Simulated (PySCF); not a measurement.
| atom | x (Å) | y (Å) | z (Å) |
| --- | --- | --- | --- |
| Ge | 0.0000 | 0.0000 | -0.2515 |
| C | 0.0000 | 0.0000 | 1.5495 |

⟨S²⟩ = 2.07, above the pure value of 2.00.

Method: PySCF 2.14.0, PBE0/6-31G(d,p), non-relativistic, at a bond length of 1.801 Å.

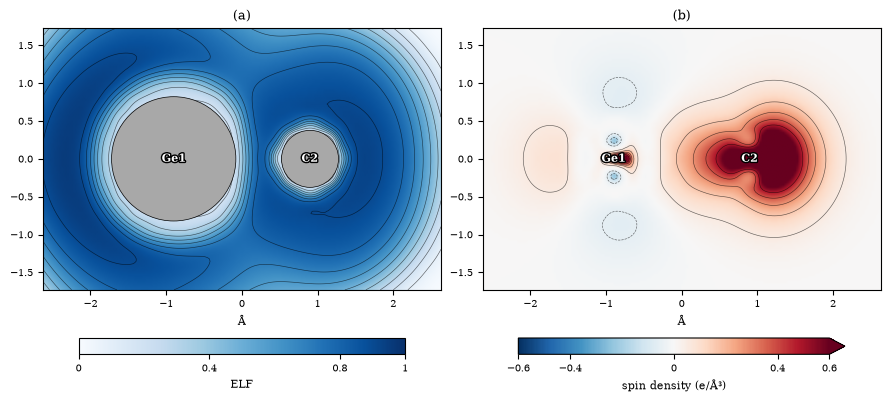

GeC (triplet). (a) ELF; (b) spin density on a plane that holds the molecular axis. Grey discs cover the atomic cores in the ELF map.

Describe what can be read from this map.

Answer. The section cuts through Ge and C sites. C–Ge (1.80 Å): the ELF peaks at about 0.80 in the valence shell of C, 0.6 Å from its nucleus, and is about 0.35 at the midpoint. The ELF also peaks beside C2 and Ge1, away from the bonds: non-bonding electrons, paired or unpaired. The unpaired spin (2 electrons) lies mostly on C2 (about 1.6) and Ge1 (about 0.4), in electrons by Hirshfeld's partition.
